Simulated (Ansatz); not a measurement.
# Beryllium, beta-Sn type under BLYP: ground state and equation of state, part 2 of 2

Aim: take beryllium in the beta-Sn type structure, relax it, solve it on a dense k-mesh, then scale the cell to 7 volumes from 88 to 112 % of the relaxed one and try a fit of the equation of state. Spin polarisation is left out. The k-meshes are 16×16×11 for the relaxation; 30×30×15 for the dense run; 20×20×10 for the volumes.

Ansatz 0.2.0; DFT, BLYP, plane waves (420 eV) with PAW, scalar-relativistic. Earlier steps stand in the parts before.

### 4 Volume × 0.88

The input, input.yaml:

```yaml
crystal:
  lattice:
    - [-1.465605284, 1.2007495422, 1.0718213887]
    - [1.2007495422, -1.465605284, 1.0718213887]
    - [2.6340007883, 2.6340007883, -1.5569051649]
  atoms:
    - { symbol: Be, position: [0.9583748408, 0.0416251592, 0.0] }
    - { symbol: Be, position: [0.7916251592, 0.2083748408, 0.5] }
hamiltonian:
  xc: blyp
  pseudopotentials:
    kind: paw
    azcp:
      Be: "pseudopotentials/Be.paw.azcp"
basis:
  ecutwfc: 420
  fft_grid_basis: typed
kpoints:
  mp_grid: { grid: [20, 20, 10], shift: [0, 0, 0] }
magnetization:
  spin_polarized: false
scf:
  occupations: { method: fermi_dirac, width: 0.1 }
  lower_state_search: "off"
output:
  stress: true
```

On the command line:

```console
> ansatz run input.yaml --threads 2 --pin off --max-ram 5120MiB --backend cpu --events-out ev --progress --plain --runs-dir out
```

Output (excerpt; [...] marks lines left out):

```text
Warning: RAYON_NUM_THREADS=2 ignored (pool sized by the plan → 2); use --threads N
[...]
Pseudopotentials: kind: paw
Pseudopotential: Be, paw, valence charge 2, recommended cutoff 420 eV (normal), <dir>
Functional definition: BLYP
[...]
Crystal: 2 atoms, lattice volume = 13.956 Å³
Basis set: ecut = 420 eV, 287 PW (Γ), exchange–correlation on 30×30×54 points (8 copies of the dense FFT grid, shifted against one another)
Bands: 6, of which v1, the nominal top of the filled ones, is band 2 counted from 1 (1 counted from 0)
Symmetry: 4 space group operations
Space group: C2/c (ITA 15), of the structure as read, at distance tolerance 2.4e-5 Å
k-points: 1062 of 4000
[...]
SCF iter   1: F=—  HF=-185.654474 eV  |F-HF|=—  |Δ(HF+E_count)|=         —  Δρ=3.34e-3  dr2=1.08e-3  ethr=1.77e-3  ⟨swp⟩=5.5  Hψ=56019  notcnv=0
[...]
SCF iter   6: F=-185.654339 eV  HF=-185.654339 eV  |F-HF|=3.98e-13  |Δ(HF+E_count)|=  4.49e-10  Δρ=4.22e-8  dr2=6.87e-14  ethr=4.42e-12  ⟨swp⟩=1.0  Hψ=18075  notcnv=0
[...]
SCF converged after 6 iterations
Free energy (F): -185.654339 eV
[...]
E sigma→0 (E₀):  -185.652294 eV
Entropy (-TS):   -0.004091 eV (-2.045 meV/atom)
Fermi energy:    9.662196 eV
[...]
--- Stress (GPa, compression-positive) ---
       19.588553       1.267276       0.266812
        1.267276      19.588553       0.266812
        0.266812       0.266812      18.293374
  P = ⅓ Tr σ = 19.1568 GPa (191.568 kbar)
```

Wall time 4.3 s (2 threads of Arm Neoverse V1, shared host); peak memory 0.39 GiB.

### 5 Volume × 0.92

Changes to input.yaml since step 4:

```diff
@@ -2,5 +2,5 @@
   lattice:
-    - [-1.465605284, 1.2007495422, 1.0718213887]
-    - [1.2007495422, -1.465605284, 1.0718213887]
-    - [2.6340007883, 2.6340007883, -1.5569051649]
+    - [-1.4874832152, 1.2186738197, 1.0878210817]
+    - [1.2186738197, -1.4874832152, 1.0878210817]
+    - [2.6733200297, 2.6733200297, -1.5801459818]
   atoms:
```

On the command line:

```console
> ansatz run input.yaml --threads 2 --pin off --max-ram 5120MiB --backend cpu --events-out ev --progress --plain --runs-dir out
```

Output (excerpt; [...] marks lines left out):

```text
Warning: RAYON_NUM_THREADS=2 ignored (pool sized by the plan → 2); use --threads N
[...]
[... 3 set-up lines as earlier in the session ...]
[...]
Crystal: 2 atoms, lattice volume = 14.590 Å³
Basis set: ecut = 420 eV, 287 PW (Γ), exchange–correlation on 30×30×60 points (8 copies of the dense FFT grid, shifted against one another)
Bands: 6, of which v1, the nominal top of the filled ones, is band 2 counted from 1 (1 counted from 0)
[... 2 set-up lines as earlier in the session ...]
k-points: 1062 of 4000
[...]
SCF iter   1: F=—  HF=-185.715017 eV  |F-HF|=—  |Δ(HF+E_count)|=         —  Δρ=3.28e-3  dr2=1.14e-3  ethr=1.77e-3  ⟨swp⟩=5.5  Hψ=56326  notcnv=0
[...]
SCF iter   6: F=-185.714798 eV  HF=-185.714798 eV  |F-HF|=1.31e-12  |Δ(HF+E_count)|=   2.29e-9  Δρ=7.60e-8  dr2=2.60e-13  ethr=2.44e-11  ⟨swp⟩=1.0  Hψ=18075  notcnv=0
[...]
SCF converged after 6 iterations
Free energy (F): -185.714798 eV
[...]
E sigma→0 (E₀):  -185.712742 eV
Entropy (-TS):   -0.004113 eV (-2.056 meV/atom)
Fermi energy:    9.229077 eV
[...]
--- Stress (GPa, compression-positive) ---
       11.864536       0.708494       0.131584
        0.708494      11.864536       0.131584
        0.131584       0.131584      11.105479
  P = ⅓ Tr σ = 11.6115 GPa (116.115 kbar)
```

It took 4.3 s on 2 threads of Arm Neoverse V1, shared host; peak memory 0.39 GiB.

### 6 Volume × 0.96

Changes to input.yaml since step 5:

```diff
@@ -2,5 +2,5 @@
   lattice:
-    - [-1.4874832152, 1.2186738197, 1.0878210817]
-    - [1.2186738197, -1.4874832152, 1.0878210817]
-    - [2.6733200297, 2.6733200297, -1.5801459818]
+    - [-1.5087358467, 1.2360857981, 1.1033634827]
+    - [1.2360857981, -1.5087358467, 1.1033634827]
+    - [2.7115154763, 2.7115154763, -1.602722546]
   atoms:
```

On the command line:

```console
> ansatz run input.yaml --threads 2 --pin off --max-ram 5120MiB --backend cpu --events-out ev --progress --plain --runs-dir out
```

Output (excerpt; [...] marks lines left out):

```text
Warning: RAYON_NUM_THREADS=2 ignored (pool sized by the plan → 2); use --threads N
[...]
[... 3 set-up lines as earlier in the session ...]
[...]
Crystal: 2 atoms, lattice volume = 15.224 Å³
Basis set: ecut = 420 eV, 299 PW (Γ), exchange–correlation on 30×30×60 points (8 copies of the dense FFT grid, shifted against one another)
Bands: 6, of which v1, the nominal top of the filled ones, is band 2 counted from 1 (1 counted from 0)
[... 2 set-up lines as earlier in the session ...]
k-points: 1062 of 4000
[...]
SCF iter   1: F=—  HF=-185.748172 eV  |F-HF|=—  |Δ(HF+E_count)|=         —  Δρ=3.31e-3  dr2=1.26e-3  ethr=1.77e-3  ⟨swp⟩=5.4  Hψ=56566  notcnv=0
[...]
SCF iter   6: F=-185.747926 eV  HF=-185.747926 eV  |F-HF|=1.25e-12  |Δ(HF+E_count)|=   2.12e-9  Δρ=7.51e-8  dr2=2.52e-13  ethr=2.25e-11  ⟨swp⟩=1.0  Hψ=18075  notcnv=0
[...]
SCF converged after 6 iterations
Free energy (F): -185.747926 eV
[...]
E sigma→0 (E₀):  -185.745856 eV
Entropy (-TS):   -0.004140 eV (-2.070 meV/atom)
Fermi energy:    8.827882 eV
[...]
--- Stress (GPa, compression-positive) ---
        5.411049       0.234204       0.017026
        0.234204       5.411049       0.017026
        0.017026       0.017026       5.107096
  P = ⅓ Tr σ = 5.3097 GPa (53.097 kbar)
```

Run time: 4.2 s. Hardware: 2 threads of Arm Neoverse V1, shared host; peak memory 0.4 GiB.

### 7 Volume × 1.0

Changes to input.yaml since step 6:

```diff
@@ -2,5 +2,5 @@
   lattice:
-    - [-1.5087358467, 1.2360857981, 1.1033634827]
-    - [1.2360857981, -1.5087358467, 1.1033634827]
-    - [2.7115154763, 2.7115154763, -1.602722546]
+    - [-1.5294060296, 1.2530205847, 1.1184799294]
+    - [1.2530205847, -1.5294060296, 1.1184799294]
+    - [2.7486641401, 2.7486641401, -1.624680378]
   atoms:
```

On the command line:

```console
> ansatz run input.yaml --threads 2 --pin off --max-ram 5120MiB --backend cpu --events-out ev --progress --plain --runs-dir out
```

Output (excerpt; [...] marks lines left out):

```text
Warning: RAYON_NUM_THREADS=2 ignored (pool sized by the plan → 2); use --threads N
[...]
[... 3 set-up lines as earlier in the session ...]
[...]
Crystal: 2 atoms, lattice volume = 15.859 Å³
Basis set: ecut = 420 eV, 311 PW (Γ), exchange–correlation on 32×32×60 points (8 copies of the dense FFT grid, shifted against one another)
Bands: 6, of which v1, the nominal top of the filled ones, is band 2 counted from 1 (1 counted from 0)
[... 2 set-up lines as earlier in the session ...]
k-points: 1062 of 4000
[...]
SCF iter   1: F=—  HF=-185.758450 eV  |F-HF|=—  |Δ(HF+E_count)|=         —  Δρ=3.44e-3  dr2=1.47e-3  ethr=1.77e-3  ⟨swp⟩=5.4  Hψ=56960  notcnv=0
[...]
SCF iter   6: F=-185.758194 eV  HF=-185.758194 eV  |F-HF|=1.76e-12  |Δ(HF+E_count)|=   2.26e-9  Δρ=8.41e-8  dr2=3.66e-13  ethr=2.50e-11  ⟨swp⟩=1.0  Hψ=18075  notcnv=0
[...]
SCF converged after 6 iterations
Free energy (F): -185.758194 eV
[...]
E sigma→0 (E₀):  -185.756110 eV
Entropy (-TS):   -0.004170 eV (-2.085 meV/atom)
Fermi energy:    8.455032 eV
[...]
--- Stress (GPa, compression-positive) ---
        0.003163      -0.168883      -0.080116
       -0.168883       0.003163      -0.080116
       -0.080116      -0.080116       0.086141
  P = ⅓ Tr σ = 0.0308 GPa (0.308 kbar)
```

Wall time 4.4 s (2 threads of Arm Neoverse V1, shared host); peak memory 0.4 GiB.

### 8 Volume × 1.04

Changes to input.yaml since step 7:

```diff
@@ -2,5 +2,5 @@
   lattice:
-    - [-1.5294060296, 1.2530205847, 1.1184799294]
-    - [1.2530205847, -1.5294060296, 1.1184799294]
-    - [2.7486641401, 2.7486641401, -1.624680378]
+    - [-1.5495321012, 1.2695095886, 1.1331984584]
+    - [1.2695095886, -1.5495321012, 1.1331984584]
+    - [2.7848349215, 2.7848349215, -1.6460602031]
   atoms:
```

On the command line:

```console
> ansatz run input.yaml --threads 2 --pin off --max-ram 5120MiB --backend cpu --events-out ev --progress --plain --runs-dir out
```

Output (excerpt; [...] marks lines left out):

```text
Warning: RAYON_NUM_THREADS=2 ignored (pool sized by the plan → 2); use --threads N
[...]
[... 3 set-up lines as earlier in the session ...]
[...]
Crystal: 2 atoms, lattice volume = 16.493 Å³
Basis set: ecut = 420 eV, 313 PW (Γ), exchange–correlation on 32×32×60 points (8 copies of the dense FFT grid, shifted against one another)
Bands: 6, of which v1, the nominal top of the filled ones, is band 2 counted from 1 (1 counted from 0)
[... 2 set-up lines as earlier in the session ...]
k-points: 1062 of 4000
[...]
SCF iter   1: F=—  HF=-185.749515 eV  |F-HF|=—  |Δ(HF+E_count)|=         —  Δρ=3.61e-3  dr2=1.76e-3  ethr=1.77e-3  ⟨swp⟩=5.4  Hψ=57231  notcnv=0
[...]
SCF iter   6: F=-185.749287 eV  HF=-185.749287 eV  |F-HF|=2.30e-12  |Δ(HF+E_count)|=   2.46e-9  Δρ=9.37e-8  dr2=5.27e-13  ethr=2.73e-11  ⟨swp⟩=1.0  Hψ=18075  notcnv=0
[...]
SCF converged after 6 iterations
Free energy (F): -185.749287 eV
[...]
E sigma→0 (E₀):  -185.747186 eV
Entropy (-TS):   -0.004203 eV (-2.101 meV/atom)
Fermi energy:    8.107554 eV
[...]
--- Stress (GPa, compression-positive) ---
       -4.539422      -0.511964      -0.162652
       -0.511964      -4.539422      -0.162652
       -0.162652      -0.162652      -4.126705
  P = ⅓ Tr σ = -4.4018 GPa (-44.018 kbar)
```

Wall time 4.9 s (2 threads of Arm Neoverse V1, shared host); peak memory 0.4 GiB.

### 9 Volume × 1.08

Changes to input.yaml since step 8:

```diff
@@ -2,5 +2,5 @@
   lattice:
-    - [-1.5495321012, 1.2695095886, 1.1331984584]
-    - [1.2695095886, -1.5495321012, 1.1331984584]
-    - [2.7848349215, 2.7848349215, -1.6460602031]
+    - [-1.569148514, 1.2855810363, 1.1475442656]
+    - [1.2855810363, -1.569148514, 1.1475442656]
+    - [2.8200897391, 2.8200897391, -1.6668986204]
   atoms:
```

On the command line:

```console
> ansatz run input.yaml --threads 2 --pin off --max-ram 5120MiB --backend cpu --events-out ev --progress --plain --runs-dir out
```

Output (excerpt; [...] marks lines left out):

```text
Warning: RAYON_NUM_THREADS=2 ignored (pool sized by the plan → 2); use --threads N
[...]
[... 3 set-up lines as earlier in the session ...]
[...]
Crystal: 2 atoms, lattice volume = 17.127 Å³
Basis set: ecut = 420 eV, 313 PW (Γ), exchange–correlation on 32×32×60 points (8 copies of the dense FFT grid, shifted against one another)
Bands: 6, of which v1, the nominal top of the filled ones, is band 2 counted from 1 (1 counted from 0)
[... 1 set-up line as earlier in the session ...]
Space group: C2/c (ITA 15), of the structure as read, at distance tolerance 2.6e-5 Å
k-points: 1062 of 4000
[...]
SCF iter   1: F=—  HF=-185.724447 eV  |F-HF|=—  |Δ(HF+E_count)|=         —  Δρ=3.79e-3  dr2=2.09e-3  ethr=1.77e-3  ⟨swp⟩=5.4  Hψ=57306  notcnv=0
[...]
SCF iter   6: F=-185.724269 eV  HF=-185.724269 eV  |F-HF|=3.21e-12  |Δ(HF+E_count)|=   2.73e-9  Δρ=1.08e-7  dr2=8.16e-13  ethr=3.00e-11  ⟨swp⟩=1.0  Hψ=18075  notcnv=0
[...]
SCF converged after 6 iterations
Free energy (F): -185.724269 eV
[...]
E sigma→0 (E₀):  -185.722150 eV
Entropy (-TS):   -0.004238 eV (-2.119 meV/atom)
Fermi energy:    7.782813 eV
[...]
--- Stress (GPa, compression-positive) ---
       -8.359939      -0.806363      -0.233286
       -0.806363      -8.359939      -0.233286
       -0.233286      -0.233286      -7.664206
  P = ⅓ Tr σ = -8.1280 GPa (-81.280 kbar)
```

It took 5 s on 2 threads of Arm Neoverse V1, shared host; peak memory 0.41 GiB.

### 10 Volume × 1.12

Changes to input.yaml since step 9:

```diff
@@ -2,5 +2,5 @@
   lattice:
-    - [-1.569148514, 1.2855810363, 1.1475442656]
-    - [1.2855810363, -1.569148514, 1.1475442656]
-    - [2.8200897391, 2.8200897391, -1.6668986204]
+    - [-1.5882863576, 1.3012603991, 1.1615400873]
+    - [1.3012603991, -1.5882863576, 1.1615400873]
+    - [2.8544844671, 2.8544844671, -1.687228656]
   atoms:
@@ -26 +26,5 @@
   stress: true
+  write_density: true
+  write_potential: true
+  elf: true
+  volumetric_format: npy
```

On the command line:

```console
> ansatz run input.yaml --threads 2 --pin off --max-ram 5120MiB --backend cpu --events-out ev --progress --plain --runs-dir out
```

Output (excerpt; [...] marks lines left out):

```text
Warning: RAYON_NUM_THREADS=2 ignored (pool sized by the plan → 2); use --threads N
[...]
[... 3 set-up lines as earlier in the session ...]
[...]
Crystal: 2 atoms, lattice volume = 17.762 Å³
Basis set: ecut = 420 eV, 313 PW (Γ), exchange–correlation on 32×32×60 points (8 copies of the dense FFT grid, shifted against one another)
Bands: 6, of which v1, the nominal top of the filled ones, is band 2 counted from 1 (1 counted from 0)
[... 2 set-up lines as earlier in the session ...]
k-points: 1062 of 4000
[...]
SCF iter   1: F=—  HF=-185.685817 eV  |F-HF|=—  |Δ(HF+E_count)|=         —  Δρ=3.95e-3  dr2=2.44e-3  ethr=1.77e-3  ⟨swp⟩=5.4  Hψ=57557  notcnv=0
[...]
SCF iter   6: F=-185.685703 eV  HF=-185.685703 eV  |F-HF|=3.87e-12  |Δ(HF+E_count)|=   2.93e-9  Δρ=1.16e-7  dr2=1.05e-12  ethr=3.03e-11  ⟨swp⟩=3.6  Hψ=23335  notcnv=0
[...]
SCF converged after 6 iterations
Free energy (F): -185.685703 eV
[...]
E sigma→0 (E₀):  -185.683565 eV
Entropy (-TS):   -0.004276 eV (-2.138 meV/atom)
Fermi energy:    7.478529 eV
[...]
--- Stress (GPa, compression-positive) ---
      -11.575738      -1.059900      -0.294022
       -1.059900     -11.575738      -0.294022
       -0.294022      -0.294022     -10.636055
  P = ⅓ Tr σ = -11.2625 GPa (-112.625 kbar)
--- Band table (eV; the first three rows and the last of 1062) ---
  k-point 0: bands = ["-3.1084", "3.5652", "8.4338", "21.6740", "21.6854", "24.3679"]
[...]
```

It took 6.9 s on 2 threads of Arm Neoverse V1, shared host; peak memory 0.42 GiB.

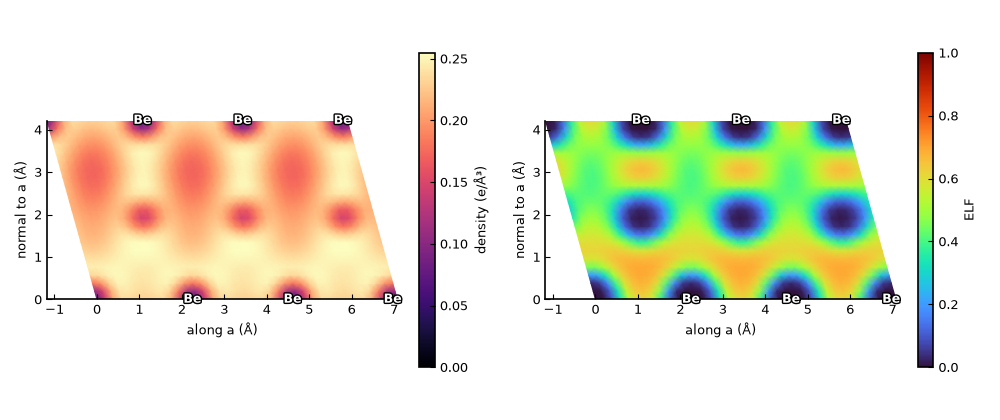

Density (left) and ELF (right) in a lattice plane of the grid's cell (edges 2.36 and 4.38 Å, at 0.042 of the third edge), which holds Be. Only atoms in the plane are labelled. Both are smooth fields of the valence electrons: close to the nuclei they are not physical.

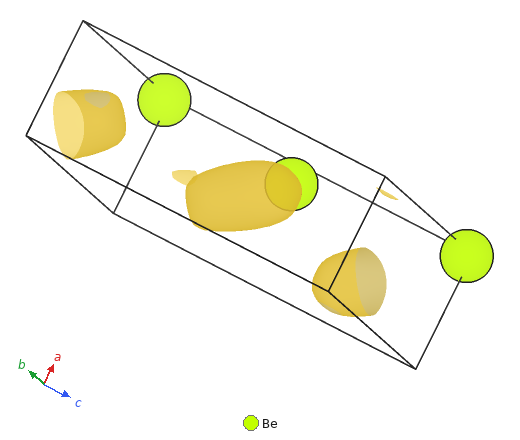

Surface of ELF = 0.71, drawn in one cell.

Maxima of ELF outside the ion cores: 0.77 between the atoms, 1.3 Å from Be.

### 11 The equation of state

The cell was scaled evenly, with its shape and the fractional positions fixed.

```csv
V (Å³/atom),E − E₀ (meV/atom),P from the stress (GPa),P from the fit (GPa)
6.978,51.9,19.16,19.14
7.295,21.7,11.61,11.61
7.612,5.1,5.31,5.31
7.929,0.0,0.03,0.03
8.247,4.5,-4.40,-4.41
8.564,17.0,-8.13,-8.13
8.881,36.3,-11.26,-11.26
```

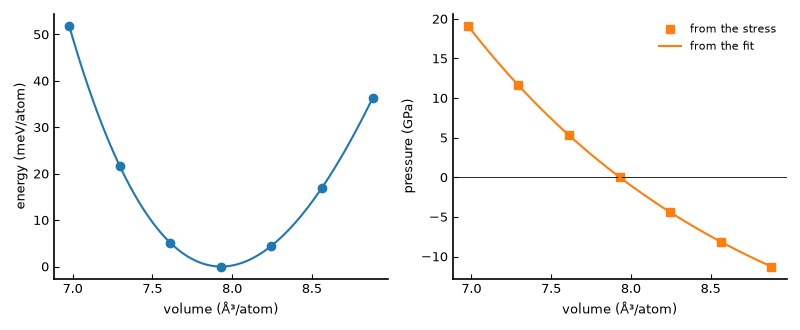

Energy and pressure against volume; the lines are the Birch-Murnaghan fit.

Fit (Birch-Murnaghan, third order): V₀ = 7.931 Å³/atom, B₀ = 121 GPa, B₀′ = 3.4, largest residual 0.01 meV/atom.

### 12 Summary of results

What follows sums up all 2 parts.

| quantity | value |
| --- | --- |
| space group (spins left aside) | P6_3/mmc (No. 194) |
| conventional cell | a = 2.271 Å, c = 3.550 Å (c/a = 1.563) |
| volume | 7.929 Å³/atom |
| shortest distance | 2.206 Å |
| gap on the mesh | none (levels filled in part) |
| V₀, B₀, B₀′ | 7.931 Å³/atom, 121 GPa, 3.4 |

From the guessed start the volume shrank by 6.9 % in 18 steps. What began as beta-Sn type has relaxed into hcp. What follows belongs to that structure, not to the type named at the start. The mesh has less symmetry than the lattice, which may have let the distortion in. No gap shows: it is a metal or semimetal at this level. B₀ comes out at 121 GPa; letting shape and positions relax at each volume could only lower it.
